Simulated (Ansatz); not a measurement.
# SiF+ (triplet): one geometry, many settings

What do other methods and options give for SiF+ (triplet) at this geometry, and how long do they take?

Program: Ansatz 0.2.0, Gaussian basis. Level of theory: the settings change from run to run. These are calculated values, not measurements.

21 further runs of the same task are left out: 7 for a known fault of the program, 5 that didn't finish, 9 set aside as unsound or not needed.

## 1. The geometry

The geometry is a PBE0/def2-TZVP stationary point (not a proven minimum).

2 atoms, charge 1, spin multiplicity 3.

Atoms are counted from 1 here; the program's logs count them from 0.

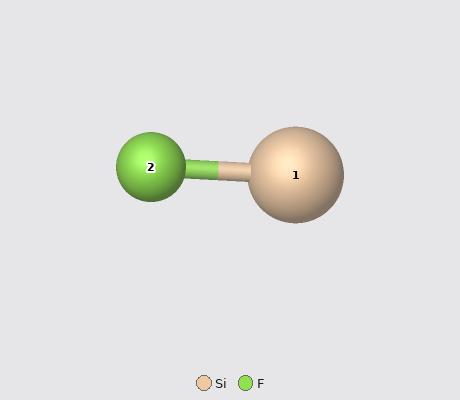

The structure; silicon light orange, fluorine green; atoms are numbered from 1 in the order of the file.

## 2. MP2 on ROHF/def2-SVPD

File in.yaml:

```yaml
crystal:
  periodic: [false, false, false]
  atoms:
    - {symbol: Si, position_ang: [0.000000, 0.000000, 0.000000]}
    - {symbol: F, position_ang: [0.000000, 0.000000, 1.554800]}
basis:
  gaussian: {orbitals: def2-SVPD}
total_charge: 1
magnetization: {spin_polarized: false, initial_magnetization: 2}
correlation: {method: mp2, electrons: outside_noble_gas}
```

The run is started by

```console
$ ansatz run in.yaml --threads 1 --pin off --events-out ev --progress --plain --max-ram 2393MiB
```

The program printed:

```text
Functional definition: HF
  name "HF"
  cite "Fock, Z. Phys. 61, 126 (1930) doi:10.1007/BF01340294"
  parent pbe
  exchange = exact_x
  correlation = 0
451 factors; integrals over basis functions are off by at most 9.0e-4 eV
mean field evaluation 1: about -10544.1749 eV, gradient 6.3e1 eV
mean field evaluation 2: about -10544.1768 eV, gradient 6.3e1 eV
mean field evaluation 4: about -10552.0562 eV, gradient 8.9e0 eV
mean field evaluation 8: about -10552.4055 eV, gradient 2.7e-1 eV
mean field evaluation 16: about -10552.4058 eV, gradient 1.4e-3 eV
mean field evaluation 32: about -10548.0885 eV, gradient 4.5e-4 eV
mean field evaluation 64: about -10548.0827 eV, gradient 7.5e-1 eV
mean field -10552.40582034 eV, -387.7937612201 hartree, gradient 2.8e-6 eV, S^2 2.000000; 8 other end points of the search recorded, 0 dependent functions left out
mean field evaluation 96: about -10548.6107 eV, gradient 1.1e-3 eV
mean field evaluation 128: about -10552.4329 eV, gradient 2.9e-1 eV
6 core orbitals not correlated: weight in the atoms' cores, before any rotation towards them, 1.000 or more for the frozen orbitals, at most 0.000 for the correlated occupied ones
reference -10552.40582034 eV, -387.7937612201 hartree; 6, 4 occupied and 35, 37 virtual orbitals, 451 factors
second order -6.23950313 eV of doubles, -0.01519681 eV of singles
Total energy: -10558.66052028 eV, -388.0236172030 hartree
```

Run time: 5 s. Hardware: 1 thread of Intel Xeon at 2.50GHz, shared host.

## 3. CCSD on UHF/6-31G*

File in.yaml:

```yaml
crystal:
  periodic: [false, false, false]
  atoms:
    - {symbol: Si, position_ang: [0.000000, 0.000000, 0.000000]}
    - {symbol: F, position_ang: [0.000000, 0.000000, 1.554800]}
basis:
  gaussian: {orbitals: "6-31G*"}
total_charge: 1
magnetization: {spin_polarized: true, initial_magnetization: 2}
correlation: {method: ccsd, electrons: valence}
accuracy: high
```

Launched as before.

The program printed, shortened:

```text
Functional definition: HF
  name "HF"
  cite "Fock, Z. Phys. 61, 126 (1930) doi:10.1007/BF01340294"
  parent pbe
[...]
563 factors; integrals over basis functions are off by at most 3.6e-9 eV
[...]
mean field -10556.62052404 eV, -387.9486487241 hartree, gradient 1.6e-8 eV, S^2 2.003089; 8 other end points of the search recorded, 0 dependent functions left out
determinant -10556.62052404 eV, -387.9486487241 hartree, with singles and doubles -10562.32212524 eV, -388.1581787035 hartree
determinant -10553.03422870 eV, -387.8168548014 hartree, with singles and doubles -10558.20924155 eV, -388.0070330156 hartree
determinant -10552.79272962 eV, -387.8079798735 hartree, with singles and doubles -10557.97479541 eV, -387.9984172791 hartree
6 core orbitals not correlated: weight in the atoms' cores, before any rotation towards them, 1.000 or more for the frozen orbitals, at most 0.000 for the correlated occupied ones
reference -10556.62052404 eV, -387.9486487241 hartree; 6, 4 occupied and 22, 24 virtual orbitals, 563 factors
second order -5.58113197 eV of doubles, -0.00000000 eV of singles
cycle   1  -5.70218082 eV  change   -5.8e-4 eV  update   8.2e-4
[...]
cycle  17  -5.70261832 eV  change   1.1e-10 eV  update   1.2e-9
Total energy: -10562.32314237 eV, -388.1582160822 hartree
```

Wall time 6.5 s (1 thread of Intel Xeon at 2.50GHz, shared host).

From the report: ⟨S²⟩ of the determinant 2.003 (pure triplet: 2.00); correlation -5.7026 eV; T1 0.024; largest double amplitude 0.03.

## 4. CCSD on ROHF/aug-cc-pVDZ

File in.yaml:

```yaml
crystal:
  periodic: [false, false, false]
  atoms:
    - {symbol: Si, position_ang: [0.000000, 0.000000, 0.000000]}
    - {symbol: F, position_ang: [0.000000, 0.000000, 1.554800]}
basis:
  gaussian: {orbitals: aug-cc-pVDZ}
total_charge: 1
magnetization: {spin_polarized: false, initial_magnetization: 2}
correlation: {method: ccsd, electrons: valence}
```

Launched as before.

The program printed, shortened:

```text
Functional definition: HF
  name "HF"
  cite "Fock, Z. Phys. 61, 126 (1930) doi:10.1007/BF01340294"
  parent pbe
[...]
489 factors; integrals over basis functions are off by at most 9.9e-4 eV
[...]
mean field -10557.36768400 eV, -387.9761063463 hartree, gradient 8.3e-7 eV, S^2 2.000000; 8 other end points of the search recorded, 0 dependent functions left out
[...]
determinant -10557.36768400 eV, -387.9761063463 hartree, with singles and doubles -10563.98682352 eV, -388.2193552368 hartree
determinant -10553.49214340 eV, -387.8336828561 hartree, with singles and doubles -10559.83216561 eV, -388.0666743747 hartree
determinant -10553.25122966 eV, -387.8248294394 hartree, with singles and doubles -10559.59300382 eV, -388.0578853413 hartree
6 core orbitals not correlated: weight in the atoms' cores, before any rotation towards them, 1.000 or more for the frozen orbitals, at most 0.000 for the correlated occupied ones
reference -10557.36768400 eV, -387.9761063463 hartree; 6, 4 occupied and 38, 40 virtual orbitals, 489 factors
second order -6.48922666 eV of doubles, -0.01672122 eV of singles
cycle   1  -6.61739104 eV  change   -1.5e-1 eV  update   2.4e-2
[...]
cycle  10  -6.64554591 eV  change    1.9e-6 eV  update   5.3e-6
Total energy: -10564.01322991 eV, -388.2203256539 hartree
```

It took 11 s on 1 thread of Intel Xeon at 2.50GHz, shared host.

From the report: correlation -6.6455 eV; T1 0.026; largest double amplitude 0.03.

## 5. CASSCF(6,4)/6-31G

Changes to in.yaml since step 4:

```diff
@@ -6,5 +6,5 @@
 basis:
-  gaussian: {orbitals: aug-cc-pVDZ}
+  gaussian: {orbitals: 6-31G}
 total_charge: 1
 magnetization: {spin_polarized: false, initial_magnetization: 2}
-correlation: {method: ccsd, electrons: valence}
+correlation: {active_space: {window: {electrons: 6, orbitals: 4}}}
```

Launched as before.

The program printed, shortened:

```text
Functional definition: HF
  name "HF"
  cite "Fock, Z. Phys. 61, 126 (1930) doi:10.1007/BF01340294"
  parent pbe
[...]
215 factors; integrals over basis functions are off by at most 1.7e-4 eV
[...]
mean field -10554.68376793 eV, -387.8774742498 hartree, gradient 1.8e-6 eV, S^2 2.000000; 8 other end points of the search recorded, 0 dependent functions left out
reference -10554.68376793 eV, -387.8774742498 hartree; 12, 10 occupied and 10, 12 virtual orbitals, 215 factors
state -10554.70051839 eV, -387.8780898179 hartree
Total energy: -10554.70051839 eV, -387.8780898179 hartree
```

It took 5.5 s on 1 thread of Intel Xeon at 2.50GHz, shared host.

From the report: 16 determinants; active occupations 2.00, 2.00, 1.00, 1.00.

## 6. HF/def2-SVPD

File in.yaml:

```yaml
crystal:
  periodic: [false, false, false]
  atoms:
    - {symbol: Si, position_ang: [0.000000, 0.000000, 0.000000]}
    - {symbol: F, position_ang: [0.000000, 0.000000, 1.554800]}
basis:
  gaussian: {orbitals: def2-SVPD}
total_charge: 1
magnetization: {spin_polarized: false, initial_magnetization: 2}
hamiltonian: {xc: hf, pseudopotentials: {relativity: scalar}}
output: {orbitals: {seedname: orbitals}}
```

The command is unchanged.

The program printed:

```text
Functional definition: HF
  name "HF"
  cite "Fock, Z. Phys. 61, 126 (1930) doi:10.1007/BF01340294"
  parent pbe
  exchange = exact_x
  correlation = 0
451 factors; integrals over basis functions are off by at most 9.0e-4 eV
mean field evaluation 1: about -10561.1908 eV, gradient 6.3e1 eV
mean field evaluation 2: about -10561.1928 eV, gradient 6.3e1 eV
mean field evaluation 4: about -10569.0763 eV, gradient 8.9e0 eV
mean field evaluation 8: about -10569.4288 eV, gradient 2.8e-1 eV
mean field evaluation 16: about -10564.7713 eV, gradient 2.0e1 eV
mean field evaluation 32: about -10569.0762 eV, gradient 8.9e0 eV
mean field -10569.42910475 eV, -388.4193553832 hartree, gradient 1.2e-5 eV, S^2 2.000000; 0 other end points of the search recorded, 0 dependent functions left out
reference -10569.42910475 eV, -388.4193553832 hartree; 12, 10 occupied and 35, 37 virtual orbitals, 451 factors
Total energy: -10569.42910475 eV, -388.4193553832 hartree
Relativity: scalar
```

Wall time 1.1 s (1 thread of Intel Xeon at 2.50GHz, shared host).

## 7. CCSDT on UHF/cc-pVDZ

File in.yaml:

```yaml
crystal:
  periodic: [false, false, false]
  atoms:
    - {symbol: Si, position_ang: [0.000000, 0.000000, 0.000000]}
    - {symbol: F, position_ang: [0.000000, 0.000000, 1.554800]}
basis:
  gaussian: {orbitals: cc-pVDZ}
total_charge: 1
magnetization: {spin_polarized: true, initial_magnetization: 2}
hamiltonian: {pseudopotentials: {relativity: scalar}}
correlation: {method: ccsdt, electrons: outside_noble_gas, diis_vectors: 2}
scf: {omitted_lower_state_checks: [cluster_reference]}
```

The command is unchanged.

The program printed, shortened:

```text
Functional definition: HF
  name "HF"
  cite "Fock, Z. Phys. 61, 126 (1930) doi:10.1007/BF01340294"
  parent pbe
[...]
548 factors; integrals over basis functions are off by at most 8.9e-8 eV
[...]
mean field -10573.83629564 eV, -388.5813166610 hartree, gradient 3.3e-6 eV, S^2 2.003494; 8 other end points of the search recorded, 0 dependent functions left out
6 core orbitals not correlated: weight in the atoms' cores, before any rotation towards them, 1.000 or more for the frozen orbitals, at most 0.000 for the correlated occupied ones
reference -10573.83629564 eV, -388.5813166610 hartree; 6, 4 occupied and 20, 22 virtual orbitals, 548 factors
second order -6.07420181 eV of doubles, -0.00000000 eV of singles
cycle   1  -5.96236090 eV  change    1.1e-1 eV  update   8.9e-2
[...]
cycle  24  -6.37285515 eV  change   -9.0e-7 eV  update   1.2e-6
Total energy: -10580.20915078 eV, -388.8155147680 hartree
Relativity: scalar
Checks for a lower state left out: cluster_reference
```

Run time: 9 s. Hardware: 1 thread of Intel Xeon at 2.50GHz, shared host.

From the report: ⟨S²⟩ of the determinant 2.003 (pure triplet: 2.00); correlation -6.3729 eV; T1 0.024; largest double amplitude 0.04.

## 8. CCSDT(Q)/B on ROHF/cc-pVDZ

File in.yaml:

```yaml
crystal:
  periodic: [false, false, false]
  atoms:
    - {symbol: Si, position_ang: [0.000000, 0.000000, 0.000000]}
    - {symbol: F, position_ang: [0.000000, 0.000000, 1.554800]}
basis:
  gaussian: {orbitals: cc-pVDZ}
total_charge: 1
magnetization: {spin_polarized: false, initial_magnetization: 2}
correlation: {method: ccsdt_q_b, electrons: outside_noble_gas}
```

Same command.

The program printed, shortened:

```text
Functional definition: HF
  name "HF"
  cite "Fock, Z. Phys. 61, 126 (1930) doi:10.1007/BF01340294"
  parent pbe
[...]
548 factors; integrals over basis functions are off by at most 8.9e-8 eV
[...]
mean field -10556.85089789 eV, -387.9571148068 hartree, gradient 1.2e-6 eV, S^2 2.000000; 8 other end points of the search recorded, 0 dependent functions left out
[...]
determinant -10556.85089789 eV, -387.9571148068 hartree, with singles and doubles -10563.08831557 eV, -388.1863356789 hartree
determinant -10553.05772685 eV, -387.8177183422 hartree, with singles and doubles -10559.06213345 eV, -388.0383762148 hartree
determinant -10552.81777897 eV, -387.8089004205 hartree, with singles and doubles -10558.82369301 eV, -388.0296136904 hartree
6 core orbitals not correlated: weight in the atoms' cores, before any rotation towards them, 1.000 or more for the frozen orbitals, at most 0.000 for the correlated occupied ones
reference -10556.85089789 eV, -387.9571148068 hartree; 6, 4 occupied and 20, 22 virtual orbitals, 548 factors
second order -6.07489160 eV of doubles, -0.01811670 eV of singles
cycle   1  -5.98031346 eV  change    1.1e-1 eV  update   9.0e-2
[...]
cycle  18  -6.39940759 eV  change    5.7e-7 eV  update   7.1e-7
perturbative correction -0.00990419 eV, -0.0003639724 hartree
Total energy: -10563.26020967 eV, -388.1926526704 hartree
```

Wall time 22 s (1 thread of Intel Xeon at 2.50GHz, shared host).

From the report: correlation -6.4093 eV; T1 0.027; largest double amplitude 0.04.

## 9. BCCD on ROHF/6-31++G**

File in.yaml:

```yaml
crystal:
  periodic: [false, false, false]
  atoms:
    - {symbol: Si, position_ang: [0.000000, 0.000000, 0.000000]}
    - {symbol: F, position_ang: [0.000000, 0.000000, 1.554800]}
basis:
  gaussian: {orbitals: "6-31++G**", fitting: {mean_field: def2-universal-jkfit}}
total_charge: 1
magnetization: {spin_polarized: false, initial_magnetization: 2}
correlation: {method: bccd, electrons: outside_noble_gas}
output: {forces: true}
```

Same command.

The program printed, shortened:

```text
Functional definition: HF
  name "HF"
  cite "Fock, Z. Phys. 61, 126 (1930) doi:10.1007/BF01340294"
  parent pbe
[...]
205 factors; integrals over basis functions are off by at most 3.9e-2 eV
[...]
mean field -10556.75306701 eV, -387.9535195883 hartree, gradient 2.1e-6 eV, S^2 2.000000; 8 other end points of the search recorded, 0 dependent functions left out
[...]
determinant -10556.75306701 eV, -387.9535195883 hartree, with singles and doubles -10562.54226802 eV, -388.1662688013 hartree
determinant -10552.86739523 eV, -387.8107237842 hartree, with singles and doubles -10558.31045103 eV, -388.0107523953 hartree
determinant -10552.63547519 eV, -387.8022008799 hartree, with singles and doubles -10558.08023509 eV, -388.0022921158 hartree
6 core orbitals not correlated: weight in the atoms' cores, before any rotation towards them, 1.000 or more for the frozen orbitals, at most 0.000 for the correlated occupied ones
reference -10556.75306701 eV, -387.9535195883 hartree; 6, 4 occupied and 30, 32 virtual orbitals, 205 factors
second order -5.69091056 eV of doubles, -0.01617913 eV of singles
cycle   1  -5.76716239 eV  change   -1.1e-1 eV  update   2.3e-2
[...]
cycle  11  -5.77838548 eV  change    1.0e-6 eV  update   2.0e-6
[...]
Total energy: -10562.53145248 eV, -388.1658713378 hartree
Atom 0 at     0.000000     0.000000     0.000000 Å, force     0.000000    -0.000000    -1.082208 eV/Å
Atom 1 at     0.000000     0.000000     1.554800 Å, force    -0.000000     0.000000     1.082207 eV/Å
Dipole moment:     0.000000     0.000000    -0.881583 e Å
```

It took 8 s on 1 thread of Intel Xeon at 2.50GHz, shared host.

From the report: correlation -5.7784 eV; largest double amplitude 0.03.

## 10. NEVPT2(14,9)/cc-pVDZ

File in.yaml:

```yaml
crystal:
  periodic: [false, false, false]
  atoms:
    - {symbol: Si, position_ang: [0.000000, 0.000000, 0.000000]}
    - {symbol: F, position_ang: [0.000000, 0.000000, 1.554800]}
basis:
  gaussian: {orbitals: cc-pVDZ}
total_charge: 1
magnetization: {spin_polarized: false, initial_magnetization: 2}
correlation: {method: sc_nevpt2, electrons: all, active_space: {window: {electrons: 14, orbitals: 9}, states: [{multiplicity: 3, weights: [1, 1, 1, 1]}, {multiplicity: 5, weights: [1]}], root: 1}}
output: {forces: true}
```

Launched as before.

The program printed, shortened:

```text
Functional definition: HF
  name "HF"
  cite "Fock, Z. Phys. 61, 126 (1930) doi:10.1007/BF01340294"
  parent pbe
[...]
548 factors; integrals over basis functions are off by at most 8.9e-8 eV
[...]
mean field -10556.85089789 eV, -387.9571148068 hartree, gradient 1.2e-6 eV, S^2 2.000000; 8 other end points of the search recorded, 0 dependent functions left out
reference -10556.85089789 eV, -387.9571148068 hartree; 12, 10 occupied and 20, 22 virtual orbitals, 548 factors
state -10556.10423863 eV, -387.9296755852 hartree
state -10555.99166600 eV, -387.9255386174 hartree
state -10553.34429142 eV, -387.8282493961 hartree
state -10553.14669111 eV, -387.8209877187 hartree
state -10556.10423863 eV, -387.9296755852 hartree; corrected -10562.25662607 eV, -388.1557716535 hartree
state -10555.99166600 eV, -387.9255386174 hartree; corrected -10562.18628980 eV, -388.1531868431 hartree
state -10553.34429142 eV, -387.8282493961 hartree; corrected -10558.09127919 eV, -388.0026979789 hartree
state -10553.14669111 eV, -387.8209877187 hartree; corrected -10557.84108808 eV, -387.9935036254 hartree
state -10550.56913197 eV, -387.7262641674 hartree
state -10550.56913197 eV, -387.7262641674 hartree; corrected -10554.80249244 eV, -387.8818372950 hartree
WARN: 2 active orbitals are nearly empty or full. The corrections depend on them more than the energy does, and are more stable in an active space without them
[...]
Total energy: -10562.18628980 eV, -388.1531868431 hartree
Atom 0 at     0.000000     0.000000     0.000000 Å, force    -0.000000    -0.000000    -1.301818 eV/Å
Atom 1 at     0.000000     0.000000     1.554800 Å, force     0.000000    -0.000000     1.301818 eV/Å
Dipole moment:     0.000000    -0.000000    -0.949137 e Å
```

Run time: 11 s. Hardware: 1 thread of Intel Xeon at 2.50GHz, shared host.

From the report: 324 determinants; active occupations (of the averaged states) 2.00, 2.00, 2.00, 1.97, 1.76, 1.60, 1.40, 0.73, 0.53. The report marks this result as in doubt.

## 11. The runs in one table

Where basis and cores are those of an earlier UCCSDT(Q)/cc-pVDZ run (-10563.2666 eV), and the state is the same kind, the miss against it is given. † marks a result that the program doubts.

| level | correlated | functions | energy (eV) | from UCCSDT(Q) (meV) | time |
| --- | --- | --- | --- | --- | --- |
| MP2 on ROHF/def2-SVPD | outside noble gas | 47 | -10558.6605 |  | 5 s |
| CCSD on UHF/6-31G* | valence | 34 | -10562.3231 |  | 6.5 s |
| CCSD on ROHF/aug-cc-pVDZ | valence | 50 | -10564.0132 |  | 11 s |
| CASSCF(6,4)/6-31G |  | 22 | -10554.7005 |  | 5.5 s |
| HF/def2-SVPD (relativity set) |  | 47 | -10569.4291 |  | 1.1 s |
| CCSDT on UHF/cc-pVDZ (relativity set) | outside noble gas | 32 | -10580.2092 |  | 9 s |
| CCSDT(Q)/B on ROHF/cc-pVDZ | outside noble gas | 32 | -10563.2602 | 6.4 | 22 s |
| BCCD on ROHF/6-31++G** | outside noble gas | 42 | -10562.5315 |  | 8 s |
| NEVPT2(14,9)/cc-pVDZ (excited root 1 of an average) † | all | 32 | -10562.1863 |  | 11 s |

## 12. What came out

| quantity | value |
| --- | --- |
| runs | 9 |
| quickest | HF/def2-SVPD (relativity set), 1.1 s |
| slowest | CCSDT(Q)/B on ROHF/cc-pVDZ, 22 s |

Total energies in different bases, with other cores or another treatment of relativity can't be set against each other. CCSDT(Q)/B on ROHF/cc-pVDZ took 20 times as long as HF/def2-SVPD (relativity set); the jobs differ in more than the method.
